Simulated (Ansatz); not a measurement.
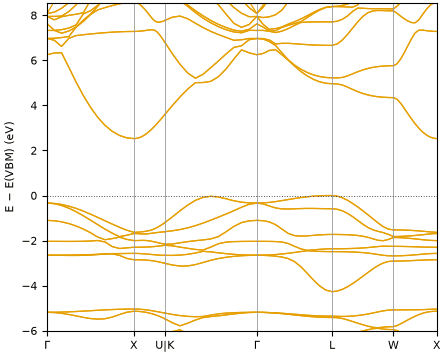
Band structure from PBEsol with spin–orbit coupling in the plane-wave PAW code Ansatz

Task: Read off the gap and where the band edges lie.

Result: About 2.5 eV (2.53 eV by a search for the band edges); maximum at L, minimum at X.

The material is Li₂H₆Pt in space group Fm-3m (No. 225; Li on 8c, H on 24e, Pt on 4a).

The workflow started from a Materials Project entry (that database holds measured and hypothetical structures alike); the Crystallography Open Database copy checked does not list it. Whether it is the stable phase at ambient conditions was not checked. The PBEsol relaxation kept the symmetry of its start; of distortions, only those at the zone centre were tested. No spin polarisation was allowed.

Potentials: the later of the program's two PAW sets.
